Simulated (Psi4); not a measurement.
## Excited-state calculation of SiO₂

The run: excited-state calculation of SiO₂, SMILES O=[Si]=O. Method and program: TDDFT (BHLYP)/6-311+G**, RKS (Psi4 1.11).

The geometry comes from this level: GFN2-xTB.

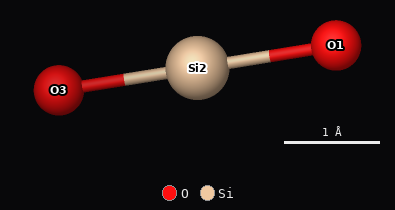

The structure as given in the input (ball-and-stick view, seen at an oblique angle; atoms are numbered from 1 in the order of the input). Bond lengths as drawn: O–Si 1.49 Å.

Input file (calc.dat):
```python
memory 1.6 GB

molecule {
  0 1
  O      1.30623539     2.30034471     0.97082790
  Si    -0.00137950     0.00083148    -0.00030236
  O     -1.30487479    -2.30119509    -0.97052554
  units bohr
  symmetry c1
}

set basis 6-311+G**
set puream true
set scf_type pk
set dft_radial_points 50
set dft_spherical_points 194
set save_jk true

from psi4.driver.procrouting.response.scf_response import tdscf_excitations
E, wfn = energy("bhhlyp", return_wfn=True)
states = tdscf_excitations(wfn, states=4, tda=False)
```

Hardware: 1 thread of AMD EPYC (Zen 3), 192 GiB of memory available, shared host.

Command:
```bash
psi4 -n 1 calc.dat calc.out
```

Log:
```
Psi4 1.11 release

   => Loading Basis Set <=

    Name: 6-311+G**
    Role: ORBITAL
    Keyword: BASIS

         ---------------------------------------------------------
                                   SCF
                              RKS Reference
                        1 Threads,   1525 MiB Core
         ---------------------------------------------------------

  ==> Geometry <==

    Molecular point group: c1
    Full point group: Cs

    Geometry (in Bohr), charge = 0, multiplicity = 1:

       Center              X                  Y                   Z               Mass
    ------------   -----------------  -----------------  -----------------  -----------------
         O            1.555939613453     2.349362665074     0.000000000000    15.994914619570
         SI          -0.001116476312     0.000684715522    -0.000000000000    27.976926534650
         O           -1.553986769284    -2.350560310470    -0.000000000000    15.994914619570

  Running in c1 symmetry.

  Rotational constants: A = 669971.68524  B =      0.23700  C =      0.23700 [cm^-1]
  Rotational constants: A = 20085245830.72598  B =   7105.09609  C =   7105.09357 [MHz]
  Nuclear repulsion =   90.849657300185001

  Charge       = 0
  Multiplicity = 1
  Electrons    = 30
  Nalpha       = 15
  Nbeta        = 15

  ==> Algorithm <==

  SCF Algorithm Type is PK.
  DIIS enabled.
  MOM disabled.
  Fractional occupation disabled.
  Guess Type is SAD.
  Energy threshold   = 1.00e-06
  Density threshold  = 1.00e-06
  Integral threshold = 1.00e-12

  ==> Primary Basis <==

  Basis Set: 6-311+G**
    Blend: 6-311+G**
    Number of shells: 34
    Number of basis functions: 74
    Number of Cartesian functions: 77
    Spherical Harmonics?: true
    Max angular momentum: 2

  ==> DFT Potential <==

   => LibXC <=

    Version 7.1.2

   => Composite Functional: BHANDHLYP <=

    BHandHLYP Hyb-GGA Exchange-Correlation Functional

    Defined through Gaussian implementation.

    Deriv               =              1
    GGA                 =           TRUE
    Meta                =          FALSE

    Exchange Hybrid     =           TRUE
    MP2 Hybrid          =          FALSE

   => Exchange Functionals <=

    0.5000         Becke 88

   => Exact (HF) Exchange <=

    0.5000               HF

   => Correlation Functionals <=

    1.0000   Lee, Yang & Parr

   => LibXC Density Thresholds  <==

    XC_HYB_GGA_XC_BHANDHLYP:  1.00E-15

   => Molecular Quadrature <=

    Radial Scheme          =       TREUTLER
    Pruning Scheme         =           NONE
    Nuclear Scheme         =       TREUTLER

    Blocking Scheme        =         OCTREE
    BS radius alpha        =              1
    Pruning alpha          =              1
    Radial Points          =             50
    Spherical Points       =            194
    Total Points           =          28741
    Total Blocks           =            284
    Max Points             =            254
    Max Functions          =             74
    Weights Tolerance      =       1.00E-15

  ==> Integral Setup <==

  Using in-core PK algorithm.
   Calculation information:
      Number of atoms:                   3
      Number of AO shells:              34
      Number of primitives:             63
      Number of atomic orbitals:        77
      Number of basis functions:        74

      Integral cutoff                 1.00e-12
      Number of threads:                 1

  Performing in-core PK
  Using 7703400 doubles for integral storage.
  We computed 161541 shell quartets total.
  Whereas there are 177310 unique shell quartets.

  ==> DiskJK: Disk-Based J/K Matrices <==

    J tasked:                  Yes
    K tasked:                  Yes
    wK tasked:                  No
    Memory [MiB]:             1094
    Schwarz Cutoff:          1E-12

  Cached 100.0% of DFT collocation blocks in 0.049 [GiB].

  Minimum eigenvalue in the overlap matrix is 3.4997161978E-04.
  Reciprocal condition number of the overlap matrix is 6.4106470038E-05.
    Using symmetric orthogonalization.

  ==> Pre-Iterations <==

  SCF Guess: Superposition of Atomic Densities via on-the-fly atomic UHF (no occupation information).

   -------------------------
    Irrep   Nso     Nmo
   -------------------------
     A         74      74
   -------------------------
    Total      74      74
   -------------------------

  ==> Iterations <==

                        Total Energy        Delta E     RMS |[F,P]|

   @RKS iter SAD:  -439.10383345046085   -4.39104e+02   0.00000e+00
   @RKS iter   1:  -439.52219949337092   -4.18366e-01   1.37477e-02 DIIS/ADIIS
   @RKS iter   2:  -438.81654831376028    7.05651e-01   2.20855e-02 DIIS/ADIIS
   @RKS iter   3:  -439.90638127256983   -1.08983e+00   9.48664e-04 DIIS/ADIIS
   @RKS iter   4:  -439.90729265217794   -9.11380e-04   2.00755e-04 DIIS/ADIIS
   @RKS iter   5:  -439.90734400495847   -5.13528e-05   4.64235e-05 DIIS
   @RKS iter   6:  -439.90734858564781   -4.58069e-06   5.08782e-06 DIIS
   @RKS iter   7:  -439.90734858100404    4.64377e-09   6.37536e-06 DIIS
   @RKS iter   8:  -439.90734866818212   -8.71781e-08   4.79090e-07 DIIS
  Energy and wave function converged.

  ==> Post-Iterations <==

   Electrons on quadrature grid:
      Ntotal   =   30.0000228539 ; deviation = 2.285e-05

    Orbital Energies [Eh]
    ---------------------

    Doubly Occupied:

       1A    -67.224928     2A    -19.709386     3A    -19.709368
       4A     -5.702402     5A     -3.967513     6A     -3.967513
       7A     -3.963526     8A     -1.145089     9A     -1.117557
      10A     -0.553308    11A     -0.477633    12A     -0.467499
      13A     -0.467499    14A     -0.426278    15A     -0.426278

    Virtual:

      16A     -0.099093    17A      0.000377    18A      0.000377
      19A      0.049309    20A      0.066240    21A      0.066245
      22A      0.068927    23A      0.189668    24A      0.191527
      25A      0.207368    26A      0.207369    27A      0.274371
      28A      0.277084    29A      0.277084    30A      0.302362
      31A      0.302362    32A      0.337809    33A      0.487325
      34A      0.570745    35A      0.589920    36A      0.589920
      37A      0.710747    38A      0.731426    39A      0.731480
      40A      1.000775    41A      1.124513    42A      1.124514
      43A      1.136080    44A      1.181593    45A      1.181593
      46A      1.232595    47A      1.232595    48A      1.396251
      49A      1.450052    50A      1.523300    51A      1.885614
      52A      2.918600    53A      2.918798    54A      2.939161
      55A      2.939360    56A      2.948994    57A      2.948995
      58A      3.225064    59A      3.225065    60A      3.584081
      61A      3.694570    62A      5.106229    63A      5.106230
      64A      5.181261    65A      5.181261    66A      5.281622
      67A      5.321392    68A      6.285320    69A     11.528263
      70A     11.528264    71A     12.101878    72A     50.392880
      73A     50.527838    74A    142.233552

    Final Occupation by Irrep:
              A
    DOCC [    15 ]
    NA   [    15 ]
    NB   [    15 ]

  @RKS Final Energy:  -439.90734866818212

   => Energetics <=

    Nuclear Repulsion Energy =             90.8496573001850010
    One-Electron Energy =                -788.7486861524942015
    Two-Electron Energy =                 277.6534031814666150
    DFT Exchange-Correlation Energy =     -19.6617229973394991
    Empirical Dispersion Energy =           0.0000000000000000
    VV10 Nonlocal Energy =                  0.0000000000000000
    Total Energy =                       -439.9073486681821237

Computation Completed

Properties will be evaluated at   0.000000,   0.000000,   0.000000 [a0]

Properties computed using the SCF density matrix

 Multipole Moments:

 ------------------------------------------------------------------------------------
     Multipole            Electronic (a.u.)      Nuclear  (a.u.)        Total (a.u.)
 ------------------------------------------------------------------------------------

 L = 1.  Multiply by 2.5417464519 to convert [e a0] to [Debye]
 Dipole X            :         -0.0028373           -0.0000079           -0.0028452
 Dipole Y            :          0.0017236            0.0000049            0.0017284
 Dipole Z            :         -0.0000000           -0.0000000           -0.0000000
 Magnitude           :                                                    0.0033291

 ------------------------------------------------------------------------------------

	total time  =          2 seconds =       0.03 minutes

******************************************************************************************
**********                               WARNING                                **********
**********       The names of excited state variables changed between 1.5       **********
**********     and 1.6. For a quick solution, remove the symmetry specifier     **********
**********   from the variable name. For full details, see 'Notes on Psivars'   **********
**********                        in the documentation.                         **********
******************************************************************************************

         ---------------------------------------------------------
                         TDSCF excitation energies
         ---------------------------------------------------------

  ==> Options <==

     Residual threshold  : 1.0000e-04
     Initial guess       : denominators
     Reference           : RHF
     Solver type         : RPA (Hamiltonian)

  ==> Requested Excitations <==

      4 singlet states with A symmetry

  ==> Seeking the lowest 4 singlet states with A symmetry

                        Generalized Hamiltonian Solver

  ==> Options <==

    Max number of iterations        = 60
    Eigenvector tolerance           = 1.0000e-04
    Max number of expansion vectors = 800

  => Iterations <=
                              Max[D[value]]     Max[|R|]   # vectors
  HamiltonianSolver iter   1:   2.42112e-01  1.60416e-01     16
  HamiltonianSolver iter   2:   1.00344e-02  5.38693e-02     24
  HamiltonianSolver iter   3:   3.15925e-04  1.13714e-02     32
  HamiltonianSolver iter   4:   1.31478e-05  2.01558e-03     40
  HamiltonianSolver iter   5:   3.12081e-07  5.15842e-04     48
  HamiltonianSolver iter   6:   1.39306e-08  8.35450e-05     56      Converged

******************************************************************************************
**********                               WARNING                                **********
**********  Length-gauge rotatory strengths are **NOT** gauge-origin invariant  **********
******************************************************************************************

                                    Excitation Energy         Total Energy        Oscillator Strength             Rotatory Strength
     #   Sym: GS->ES (Trans)        au              eV              au          au (length)    au (velocity)    au (length)    au (velocity)
    ---- -------------------- --------------- --------------- --------------- --------------- --------------- --------------- ---------------
     1        A->A (1 A)       0.17474         4.75489        -439.73261       0.0000          0.0000          0.0000         -0.0000
     2        A->A (1 A)       0.17474         4.75490        -439.73261       0.0000          0.0000         -0.0000         -0.0000
     3        A->A (1 A)       0.23221         6.31884        -439.67514       0.1040          0.0886         -0.0000         -0.0000
     4        A->A (1 A)       0.23221         6.31885        -439.67514       0.1040          0.0886          0.0000          0.0000

Contributing excitations and de-excitations
Only contributions with abs(coeff) > 1.00e-01 will be printed:

Excited State    1 (1 A):   0.17474 au   260.75 nm f = 0.0000
  Sums of squares: Xssq =  1.002976e+00; Yssq =  2.975787e-03; Xssq - Yssq =  1.000000e+00
     14a  ->  16a    -0.985494 (97.120%)
     14a  ->  22a    -0.159754 ( 2.552%)

Excited State    2 (1 A):   0.17474 au   260.75 nm f = 0.0000
  Sums of squares: Xssq =  1.002976e+00; Yssq =  2.975797e-03; Xssq - Yssq =  1.000000e+00
     15a  ->  16a    -0.985493 (97.120%)
     15a  ->  22a    -0.159764 ( 2.552%)

Excited State    3 (1 A):   0.23221 au   196.21 nm f = 0.1040
  Sums of squares: Xssq =  1.002806e+00; Yssq =  2.806497e-03; Xssq - Yssq =  1.000000e+00
     13a  ->  16a    -0.985075 (97.037%)
     13a  ->  22a    -0.140472 ( 1.973%)

Excited State    4 (1 A):   0.23221 au   196.21 nm f = 0.1040
  Sums of squares: Xssq =  1.002807e+00; Yssq =  2.806534e-03; Xssq - Yssq =  1.000000e+00
     12a  ->  16a     0.985075 (97.037%)
     12a  ->  22a     0.140486 ( 1.974%)

******************************************************************************************
**********                               WARNING                                **********
**********       The names of excited state variables changed between 1.5       **********
**********     and 1.6. For a quick solution, remove the symmetry specifier     **********
**********   from the variable name. For full details, see 'Notes on Psivars'   **********
**********                        in the documentation.                         **********
******************************************************************************************

    Psi4 run time: 0:00:07.59
```

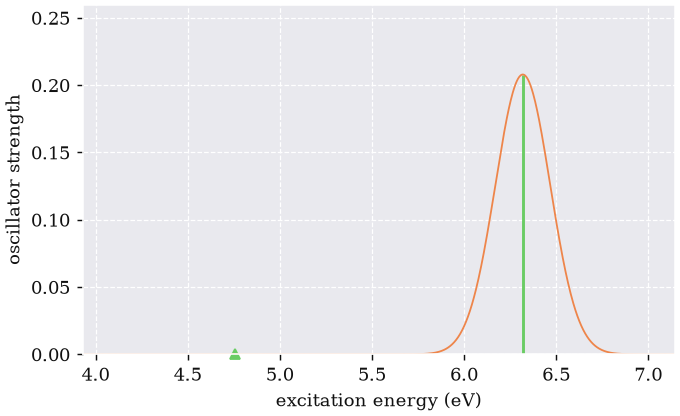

Computed excitations as sticks (degenerate states added up, dark ones marked on the axis), with a Gaussian envelope of 0.35 eV full width at half maximum, scaled to the tallest. Of the 4 states the lowest lies at 4.75 eV (f = 0.000); the strongest line is at 6.32 eV, or 196 nm (f = 0.208, summed over 2 states that lie within 0.004 eV).

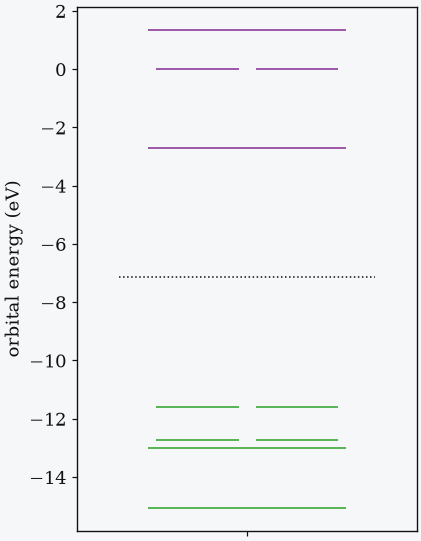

Orbital energies near the frontier; the dotted line parts filled from empty levels, and levels within 0.02 eV of each other stand side by side. Highest filled −11.60 eV, lowest empty −2.70 eV, 8.90 eV apart.

Key numbers:

```csv
quantity,value
outcome,converged
total energy,−439.907349 hartree
basis functions,74
HOMO,−11.60 eV
LUMO,−2.70 eV
dipole moment,0.01 D
lowest excitation,4.75 eV
wall time,9.3 s
peak memory,0.31 GiB
```
